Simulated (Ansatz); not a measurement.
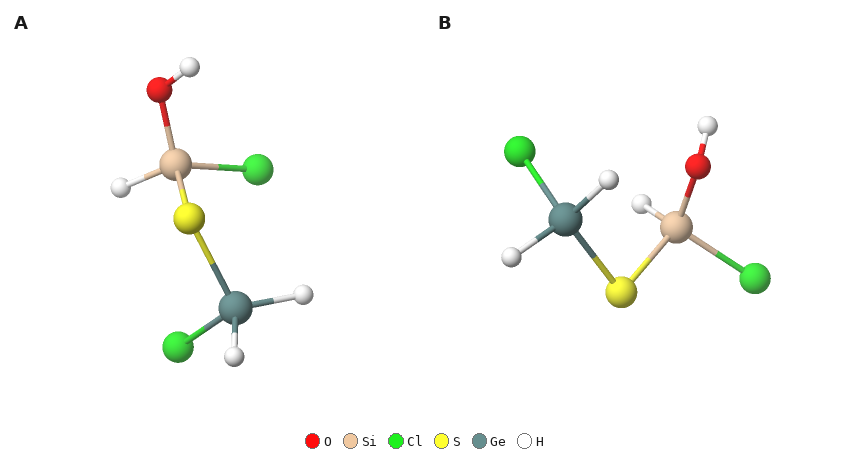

2 stationary structures of one formula. Geometries: PBE0-D4/def2-TZVP. Electronic energies: B2PLYP (frozen core)/def2-TZVPP (Ansatz 0.2.0), without zero-point energy. No frequency run is at hand to confirm each as a minimum.

Which structure is the most stable?

A is lowest; B lies 0.018 eV above it.
